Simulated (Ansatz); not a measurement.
**SrTiO3: carrier doping**

The reference is SrTiO3 in the cubic perovskite structure (space group Pm-3m, No. 221; a = 3.908 Å).

Carriers are added at fixed cell with a uniform background; the Fermi–Dirac width is that of 300 K.

All numbers come from r2SCAN in Ansatz (plane waves to 500 eV, PAW, scalar-relativistic without spin-orbit coupling), earlier PAW set.

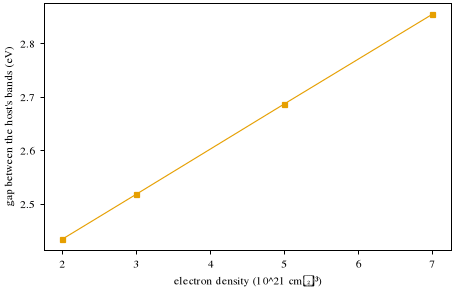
*Gap between the host's bands against electron density*

### Question
From the plot, what is the gap between the host's bands for electrons 7.0×10^21 cm⁻³?

### Answer
About 2.85 eV.

### Question
Is the trend monotonic over the range shown?

### Answer
Yes, it rises throughout, spanning 2.43 eV to 2.85 eV.

Carriers are added with a uniform compensating background; total energy and stress of such cells depend on the potential's zero and are not compared; many-body gap narrowing is missing at this level. No phonon test of stability was made. The final runs are not spin-polarised. Many cubic perovskites are stable only at high temperature; tilts and polar distortions were not tested.

Ansatz is an electronic-structure program.
